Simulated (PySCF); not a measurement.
**NMR shielding calculation, with input and output: C$_{14}$H$_{6}$Br$_{2}$O$_{2}$**

C$_{14}$H$_{6}$Br$_{2}$O$_{2}$, computed with GIAO wB97X-D/pcSseg-1 NMR shielding, non-relativistic, gas phase (PySCF 2.14.0).

The geometry comes from this level: PBE0-D3(BJ)/def2-SVP. Figures and captions count atoms from 1; the log counts them from 0 in places.

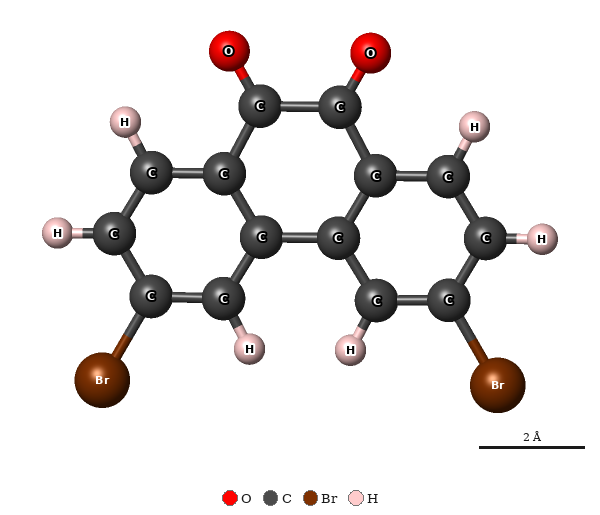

Figure 1. The structure as given in the input (ball-and-stick view, seen on its broad side). Bond lengths as drawn: Br–C 1.88 Å, C–C 1.39 to 1.54 Å, C–H 1.09 Å and C–O 1.21 Å.

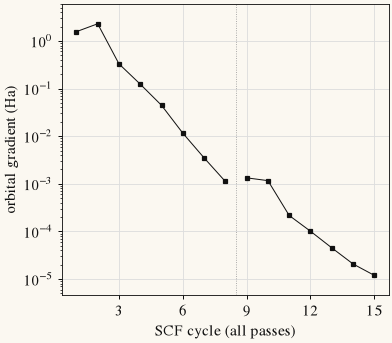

Figure 2. Convergence of the self-consistent field: orbital gradient against the SCF cycle. The dotted line marks the change from a coarse to the final integration grid. The first 8 cycles use a coarse grid, the final grid takes over at cycle 9, and the field converges after 15 cycles in all.

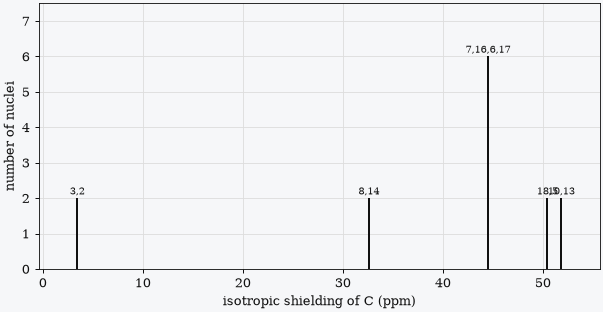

Figure 3. Isotropic shieldings of the carbon nuclei in this fixed geometry, labelled by atom number; shielding grows to the right, so chemical shift grows to the left. The least shielded is C3 (3.4 ppm), the most shielded C13 (51.8 ppm).

The input that produced these results follows, with the program's output.

The input
```
{"job": {"kind": "nmr", "xc": "wB97X-D", "basis": "pcSseg-1", "pop": false}, "charge": 0, "multiplicity": 1}
O      1.529720     4.212574     0.645205
C      0.898319     3.197586     0.476321
C     -0.636728     3.262210     0.437633
O     -1.188747     4.327529     0.572044
C     -1.373328     1.994037     0.236432
C     -2.770345     2.054014     0.204447
C     -3.533006     0.911056     0.024284
C     -2.870885    -0.309564    -0.124727
Br    -3.873683    -1.882094    -0.369079
C     -1.481469    -0.389892    -0.096849
C     -0.704168     0.760997     0.083597
C      0.773985     0.699503     0.114499
C      1.459610    -0.511770    -0.040618
C      2.850700    -0.546685    -0.008744
Br     3.729004    -2.196339    -0.220580
C      3.604770     0.614062     0.176325
C      2.932946     1.816284     0.330769
C      1.535670     1.872624     0.302425
H     -3.237467     3.033700     0.326806
H     -4.622631     0.955567    -0.000946
H     -1.018217    -1.367840    -0.217903
H      0.922781    -1.447486    -0.188665
H      4.694432     0.567611     0.197493
H      3.474646     2.753187     0.478270
```

The first line tells a small driver script what to run in PySCF; the rest is the geometry in Å.

The program's output
```
coarse grid: 112376 points
cycle   1  E = -5834.7441443404  dE =  2.221e+00  |g| = 1.565e+00  |ddm| = 6.290e+00
cycle   2  E = -5834.1675402680  dE =  5.766e-01  |g| = 2.289e+00  |ddm| = 4.889e+00
cycle   3  E = -5835.0979353244  dE = -9.304e-01  |g| = 3.302e-01  |ddm| = 3.654e+00
cycle   4  E = -5835.1141877335  dE = -1.625e-02  |g| = 1.236e-01  |ddm| = 3.980e-01
cycle   5  E = -5835.1171743690  dE = -2.987e-03  |g| = 4.445e-02  |ddm| = 1.813e-01
cycle   6  E = -5835.1176936974  dE = -5.193e-04  |g| = 1.158e-02  |ddm| = 6.306e-02
cycle   7  E = -5835.1177440647  dE = -5.037e-05  |g| = 3.503e-03  |ddm| = 3.044e-02
cycle   8  E = -5835.1177520208  dE = -7.956e-06  |g| = 1.118e-03  |ddm| = 1.491e-02
final grid: 237712 points
cycle   9  E = -5835.1167067922  dE = -3.296e-06  |g| = 1.333e-03  |ddm| = 1.051e-02
cycle  10  E = -5835.1167069830  dE = -1.908e-07  |g| = 1.165e-03  |ddm| = 2.840e-03
cycle  11  E = -5835.1167072877  dE = -3.047e-07  |g| = 2.160e-04  |ddm| = 1.161e-03
cycle  12  E = -5835.1167073056  dE = -1.786e-08  |g| = 1.009e-04  |ddm| = 4.743e-04
cycle  13  E = -5835.1167073134  dE = -7.827e-09  |g| = 4.521e-05  |ddm| = 3.009e-04
cycle  14  E = -5835.1167073146  dE = -1.214e-09  |g| = 2.074e-05  |ddm| = 1.246e-04
cycle  15  E = -5835.1167073148  dE = -2.537e-10  |g| = 1.194e-05  |ddm| = 5.308e-05
converged SCF energy = -5835.1167073148

GIAO shielding tensors (ppm)
atom      isotropic    diamagn.    paramagn.     s11        s22        s33       span
  0 O     -336.846     393.126    -729.972  -1024.533   -399.758    413.754   1438.287
  1 C        3.455     248.324    -244.869    -92.917      7.649     95.632    188.549
  2 C        3.433     248.313    -244.880    -92.971      7.617     95.652    188.623
  3 O     -336.802     393.174    -729.977  -1024.451   -399.720    413.765   1438.216
  4 C       50.453     257.903    -207.450    -33.389     24.509    160.238    193.627
  5 C       44.477     246.131    -201.653    -60.746     15.739    178.439    239.185
  6 C       44.417     250.494    -206.077    -57.712     39.052    151.911    209.622
  7 C       32.589     254.979    -222.390    -68.781     39.494    127.056    195.837
  8 Br    1979.570    3120.367   -1140.797   1523.039   1531.635   2884.035   1360.996
  9 C       51.837     252.173    -200.336    -43.795     46.517    152.789    196.584
 10 C       44.659     247.326    -202.667    -43.044     12.035    164.985    208.029
 11 C       44.656     247.308    -202.652    -43.009     12.012    164.965    207.974
 12 C       51.849     252.145    -200.296    -43.818     46.579    152.785    196.603
 13 C       32.618     254.979    -222.361    -68.757     39.516    127.097    195.854
 14 Br    1979.961    3120.354   -1140.394   1523.737   1531.979   2884.166   1360.428
 15 C       44.435     250.472    -206.037    -57.690     39.092    151.903    209.593
 16 C       44.485     246.091    -201.607    -60.739     15.745    178.448    239.187
 17 C       50.438     257.870    -207.432    -33.421     24.542    160.194    193.615
 18 H       22.816      30.322      -7.506     17.826     24.076     26.546      8.720
 19 H       23.633      28.776      -5.143     18.706     22.848     29.346     10.640
 20 H       23.166      32.731      -9.564     15.624     21.321     32.554     16.930
 21 H       23.163      32.720      -9.557     15.623     21.314     32.552     16.929
 22 H       23.633      28.755      -5.122     18.703     22.850     29.348     10.645
 23 H       22.820      30.303      -7.483     17.837     24.077     26.545      8.709
```

Summary

| quantity | value |
| --- | --- |
| outcome | converged |
| total energy | −5835.116707 hartree |
| HOMO | −9.16 eV |
| LUMO | −1.91 eV |
| dipole moment | 3.63 D |
| isotropic shielding, O | −336.8 ppm |
| isotropic shielding, C | 3.4 to 51.8 ppm |
| isotropic shielding, Br | 1979.6 to 1980.0 ppm |
| isotropic shielding, H | 22.8 to 23.6 ppm |
| hardware | 8 threads of Intel Xeon @ 2.50GHz (Skylake/Cascade Lake), 189 GiB of memory available, shared host |
| wall time | 9.4 min (CPU time 18 min) |
| peak memory | 6.8 GiB |

Spin–orbit coupling is left out, which matters for the heavy atoms.
